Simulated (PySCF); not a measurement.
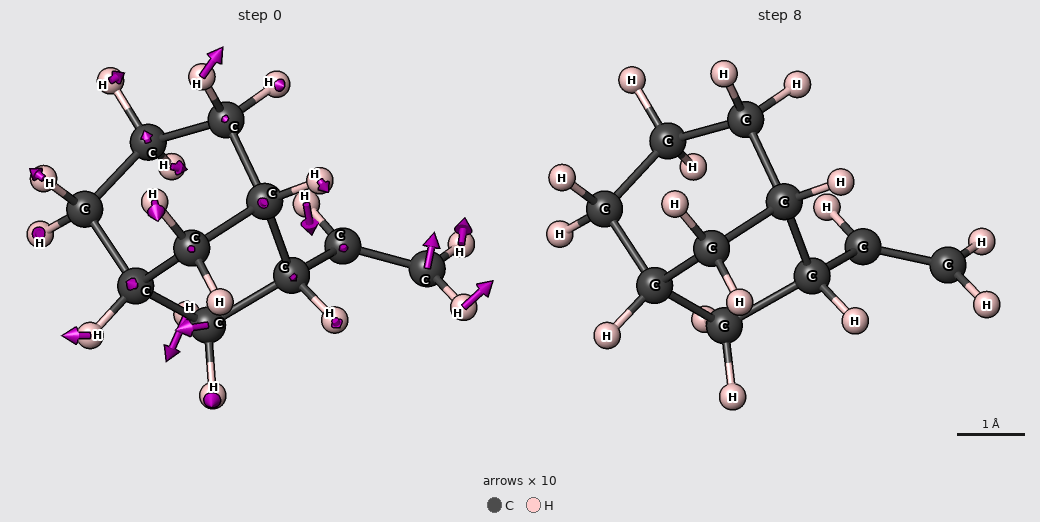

The structure of C$_{10}$H$_{16}$ before (left) and after (right) a relaxation, at one scale. The purple arrows give the displacements, magnified 10 times.

The picture is a ball-and-stick view, seen at a tilt.

The start comes from GFN2-xTB. Its atoms were then displaced at random by about 0.01 Å.

Computed with PySCF, PBE0-D3(BJ)/def2-SVP geometry optimisation, gas phase. 

> Describe what moved and what it gained.

The atom that moves furthest after the best rigid fit is an H atom (0.080 Å). By element the largest moves are H 0.080 Å, C 0.058 Å. Near-neighbour distances that change, for instance: C–C 1.514 → 1.558 Å, C–H 1.056 → 1.095 Å, C–H 1.074 → 1.102 Å, C–C 1.564 → 1.542 Å. Bond angles that change, for instance: C–C–H 113.2° → 109.9°, C–C–H 108.7° → 111.9°, H–C–H 110.6° → 107.7°. The energy falls by 0.187 eV in 8 geometry steps. Cost: 4.3 min on 1 thread of Intel(R) Xeon(R) Platinum 8488C, on a shared host.
